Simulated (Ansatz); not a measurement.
ClH₅N₂OZr···HBr

Input file:

```
crystal:
  periodic: [false, false, false]
  atoms:
    - { symbol: Zr, position_ang: [0.045972, -0.118337, -0.080761] }
    - { symbol: Cl, position_ang: [0.219692, -0.111713, 2.41939] }
    - { symbol: O, position_ang: [1.81623, -0.214472, -0.796786] }
    - { symbol: H, position_ang: [2.724427, -0.25622, -1.045266] }
    - { symbol: "N", position_ang: [-0.798843, 1.626957, -0.704221] }
    - { symbol: H, position_ang: [-1.782263, 1.816606, -0.804926] }
    - { symbol: H, position_ang: [-0.291871, 2.458739, -0.958629] }
    - { symbol: "N", position_ang: [-0.987274, -1.745451, -0.728677] }
    - { symbol: H, position_ang: [-1.947943, -1.962172, -0.520221] }
    - { symbol: H, position_ang: [-0.618459, -2.481362, -1.309198] }
    - { symbol: Br, position_ang: [-3.494637, -0.002298, 1.559732] }
    - { symbol: H, position_ang: [-2.34473, 0.037623, 2.507863] }
basis:
  gaussian: { orbitals: def2-SVP }
hamiltonian:
  xc: hf
relax:
  f_tol: 0.03
  max_steps: 50
output:
  orbitals: {}
```

Command:

```sh
ansatz run input.yaml --threads 4 --pin off --max-ram 5120MiB --backend cpu --events-out ev --progress --plain --runs-dir out
```

The fields are those of the run's last geometry, not of the input's.

Core potentials replace the inner electrons of Zr.

Computed with RHF/def2-SVP in Ansatz 0.2.0.

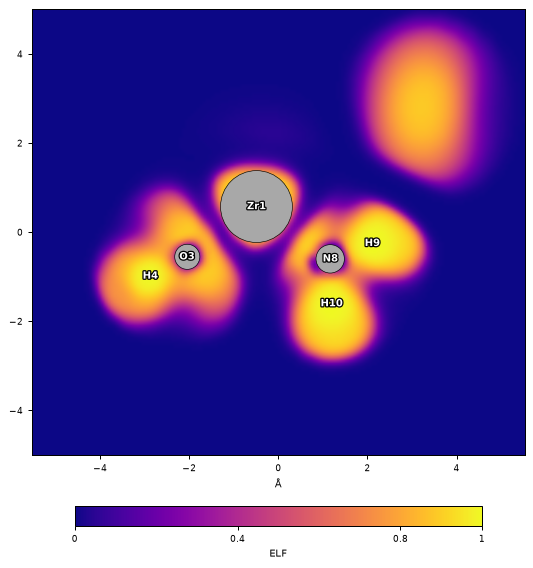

Figure 1. ELF on the plane of atoms Zr1, N8 and H10. Grey discs cover the atomic cores.

Question: What does the map show?

Answer: The plane passes through Zr, O, H and N nuclei. Zr–O (1.92 Å): the ELF peaks at about 0.80 in the valence shell of O, 0.5 Å from its nucleus, and drops to about 0.15 between the two atoms. Zr–N (2.03 Å): the ELF peaks at about 0.90 in the valence shell of N, 0.6 Å from its nucleus, and is about 0.25 at the midpoint. O–H (0.94 Å): the ELF climbs to about 1 towards the hydrogen, as it does in any bond to H (an ordinary covalent bond to hydrogen). N–H (1.01 Å): the ELF climbs to about 1 towards the hydrogen (an ordinary covalent bond to hydrogen). The ELF also peaks beside Br11, away from the bonds: lone-pair regions.

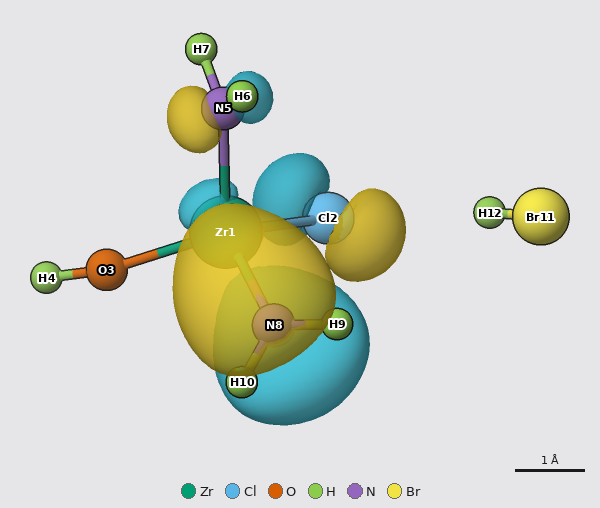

Figure 2. The HOMO−1 at ±0.1 Å⁻³ᐟ² (yellow and cyan are the two phases), seen across its widest extent.

Question: What is the character of this orbital?

Answer: By Hirshfeld shares it lies mainly on N8 (about 65 %), Zr1 (about 15 %) and Cl2 (about 10 %). Its energy is −11.02 eV.
